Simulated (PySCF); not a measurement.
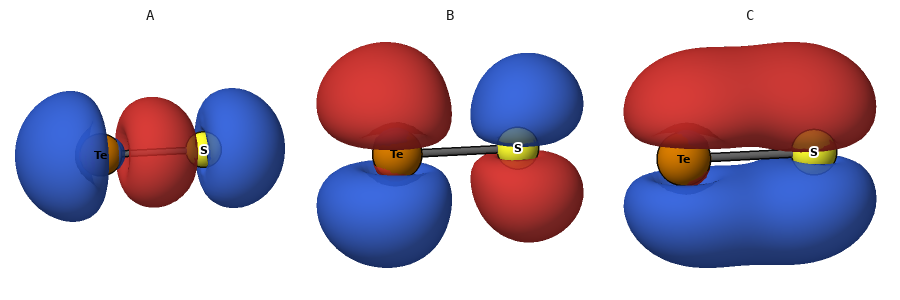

Figure. TeS (triplet). Three frontier β-spin orbitals, each drawn at the value that holds 80 % of its norm (red and blue are the two phases), in no order; of a degenerate pair one member is drawn.

Core potentials replace the inner electrons of Te.

Theory: PySCF 2.14.0, PBE0/def2-SVPD, non-relativistic Hamiltonian with scalar-relativistic core potentials where named, at a bond length of 2.256 Å.

> Name the orbitals and rank them from lowest to highest energy.

Orbital A: σ, occupied in this spin, −9.60 eV; shared between the atoms (Te 45 %, S 55 %).
Orbital C: π, occupied in this spin, −8.11 eV; bonding, with no node between the atoms.
Orbital B: π, empty in this spin, −3.84 eV; antibonding, with a node between the atoms.
